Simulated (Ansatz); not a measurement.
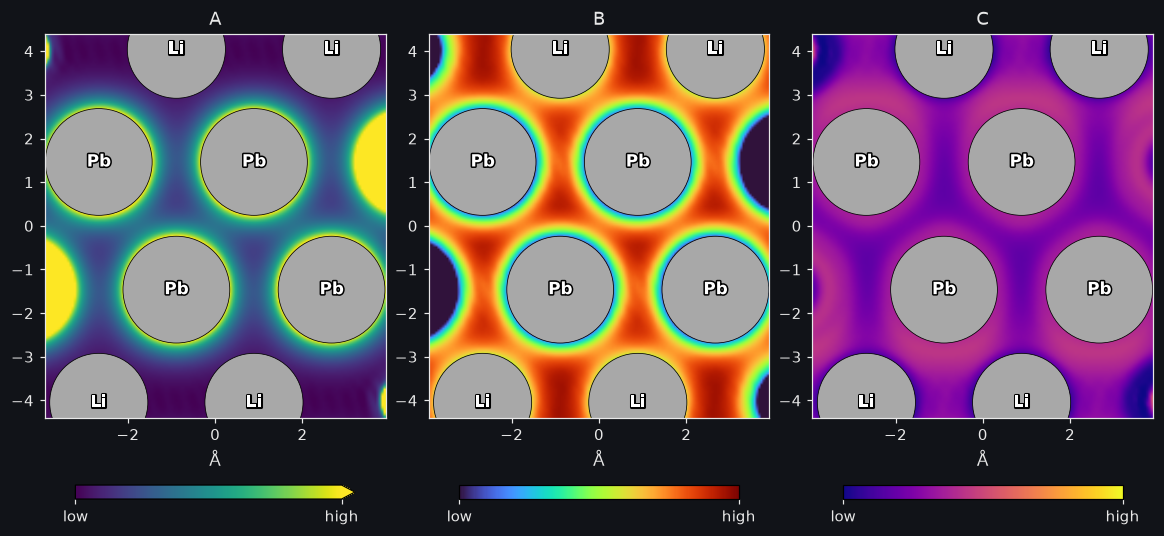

LiPb₂: 3 fields on the (101̄) plane of the conventional cell, with unlabelled colour scales. Grey discs cover the atomic cores.

Space group P-3m1; a structure generated by program, which may or may not match a known phase.

Method: Ansatz 0.2.0, DFT PBE, spin-orbit coupling, plane waves, PAW.

```yaml
crystal:
  lattice:
    - [3.55583, 0.00000, 0.00000]
    - [-1.77792, 3.07944, 0.00000]
    - [0.00000, 0.00000, 7.48318]
  atoms:
    - { symbol: Li, position: [0.00000, 0.00000, 0.00000] }
    - { symbol: Pb, position: [0.66667, 0.33333, 0.68312] }
    - { symbol: Pb, position: [0.33333, 0.66667, 0.31688] }
```

> Match the panels to the quantities (electron localisation function, electrostatic potential energy of an electron and valence pseudo-density).

Panel A: valence pseudo-density. Panel B: electrostatic potential energy of an electron (low next to the atoms, rising into the space between them). Panel C: electron localisation function. From the grid: Li–Pb (3.14 Å): ρ at the midpoint is about 0.12 e/Å³; the ELF is about 0.40 at the midpoint. Pb–Pb (3.42 Å): the density is about 0.14 e/Å³ at the midpoint; the ELF is about 0.25 at the midpoint; no shared electron pair shows on this line.
